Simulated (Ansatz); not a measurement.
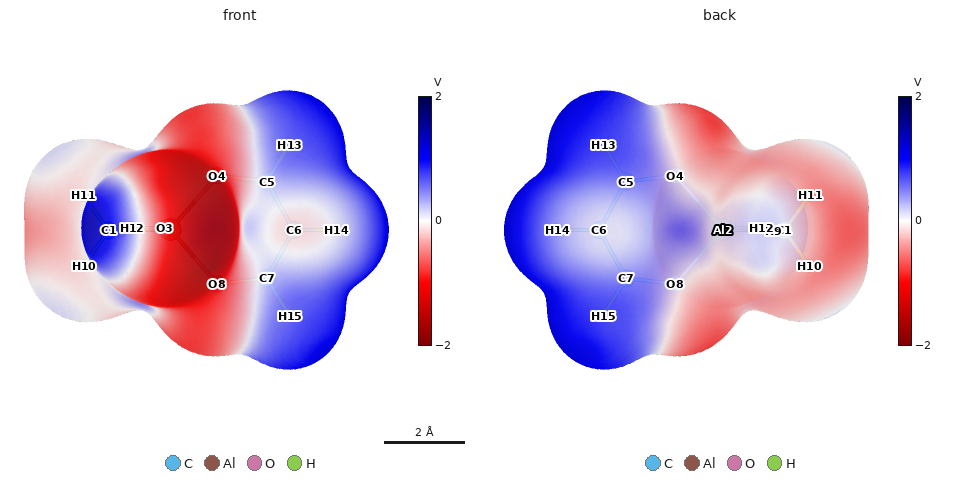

*C4H7AlO3 (SMILES [CH3][Al-]1([OH])[O]C=CC=[O+]1). The electrostatic potential painted on the density surface at 0.001 e/bohr³, seen from the front and from behind; the colour scale runs from red (negative) to blue (positive).*

Geometry: PBE0-D4/def2-TZVP.

Computed with Ansatz 0.2.0, RKS PBE0-D4/def2-TZVPP.

The calculation's input:

```
crystal:
  periodic: [false, false, false]
  atoms:
    - {symbol: C, position_ang: [-1.757455, 1.711431, -0.091653]}
    - {symbol: Al, position_ang: [-0.746860, 0.175588, 0.542925]}
    - {symbol: O, position_ang: [-1.189788, -0.723254, 1.926844]}
    - {symbol: O, position_ang: [1.041669, 0.573947, 0.740999]}
    - {symbol: C, position_ang: [2.004777, -0.060944, 0.222137]}
    - {symbol: C, position_ang: [1.891399, -1.097978, -0.695772]}
    - {symbol: C, position_ang: [0.651450, -1.522025, -1.157868]}
    - {symbol: O, position_ang: [-0.468571, -1.056659, -0.798852]}
    - {symbol: H, position_ang: [-1.308120, 2.156277, -0.984918]}
    - {symbol: H, position_ang: [-2.786051, 1.440669, -0.350184]}
    - {symbol: H, position_ang: [-1.815335, 2.499803, 0.665504]}
    - {symbol: H, position_ang: [-1.949913, -0.518460, 2.465065]}
    - {symbol: H, position_ang: [3.006201, 0.258942, 0.528263]}
    - {symbol: H, position_ang: [2.786832, -1.568125, -1.076147]}
    - {symbol: H, position_ang: [0.617763, -2.320012, -1.906843]}
basis:
  gaussian: {orbitals: def2-TZVPP}
hamiltonian: {xc: pbe0, dispersion: d4}
output: {orbitals: {seedname: orbitals}}
```

Launched as:

```sh
ansatz run in.yaml --threads 2 --pin off --events-out ev --progress --plain --max-ram 32768MiB --backend cuda --devices 0, --max-vram 18GiB
```

> Which sites attract a positive test charge, and which a negative one?

A positive charge is drawn to the negative regions and a negative charge to the positive ones. The most negative region (about −1.7 V) lies over O3, the most positive (about +1.3 V) over H12. O3 is the likeliest acceptor of a hydrogen bond.
